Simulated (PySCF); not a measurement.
Vertical excitations of a molecule C6H10 from TDA-M06-2X/def2-SVPD (PySCF 2.14.0), as energy in eV (oscillator strength): 6.21 (1.209), 6.59 (0.012), 6.68 (0.002), 7.00 (0.031), 7.29 (0.002), 7.32 (0.002), 7.74 (0.004), 7.92 (0.012), 7.93 (0.021), 8.06 (0.001). Lowest triplet (TDA): 3.47 eV. Geometry optimised at PBE0-D3(BJ)/def2-SVP. Other conformers were not sampled.

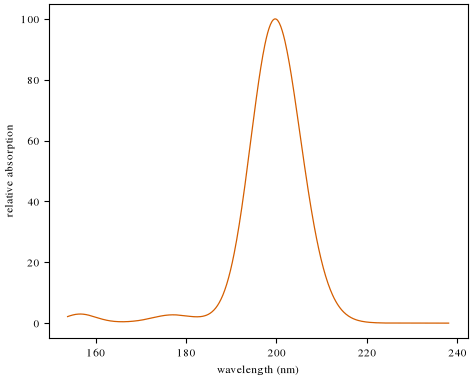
*The lines broadened by 0.4 eV.*

Task: Identify the compound among the candidates.
(A) C#CC(C)(C)C
(B) C=C/C=C/CC
(C) C=C=C(C)CC
(D) CC=C=CCC

Result: B, C=C/C=C/CC
